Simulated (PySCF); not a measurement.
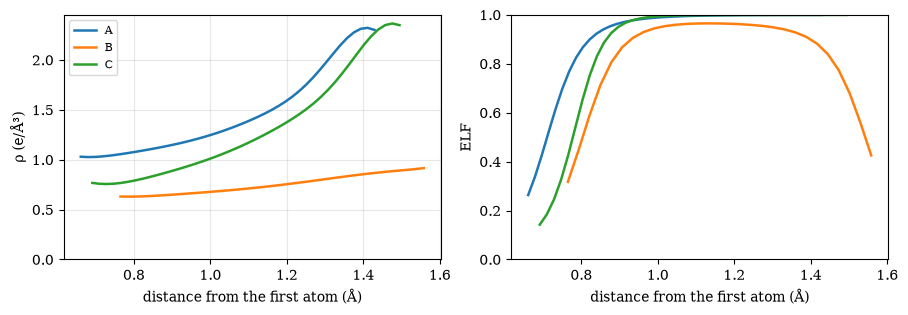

The picture shows: H₆P₂Si (SMILES P[SiH2]P). Electron density and electron localisation function along straight lines between neighbouring atoms. The curves leave out the atomic cores.

Geometry: PBE0-D3(BJ)/def2-SVP.

Theory: CAM-B3LYP/def2-SVPD, SCF density, gas phase (PySCF).

```yaml
atoms:
  - { symbol: P, position_ang: [-1.7356, 0.4534, -0.7650] }
  - { symbol: Si, position_ang: [0.0964, -0.5326, 0.1329] }
  - { symbol: P, position_ang: [1.8881, 0.5259, -0.7646] }
  - { symbol: H, position_ang: [-2.6413, -0.1838, 0.1381] }
  - { symbol: H, position_ang: [-1.6121, 1.6219, 0.0498] }
  - { symbol: H, position_ang: [0.0960, -0.5333, 1.6296] }
  - { symbol: H, position_ang: [0.1255, -1.9491, -0.3426] }
  - { symbol: H, position_ang: [2.8218, -0.0991, 0.1195] }
  - { symbol: H, position_ang: [1.7364, 1.6759, 0.0718] }
```

Q: Which curve belongs to which contact (P–H, Si–H and Si–P)? The first atom named is at distance zero.

A: Curve A: P–H (1.43 Å): ρ at the midpoint is about 1 e/Å³; the ELF climbs to about 1 towards the hydrogen, as it does in any bond to H. Curve B: Si–P (2.27 Å): the density is about 0.72 e/Å³ at the midpoint, with its minimum of 0.63 e/Å³ about 0.8 Å from Si; the ELF peaks at about 0.95 between the atoms, as expected for localised, covalent bonding. Curve C: Si–H (1.49 Å): ρ is about 0.76 e/Å³ halfway; the ELF climbs to about 1 towards the hydrogen.
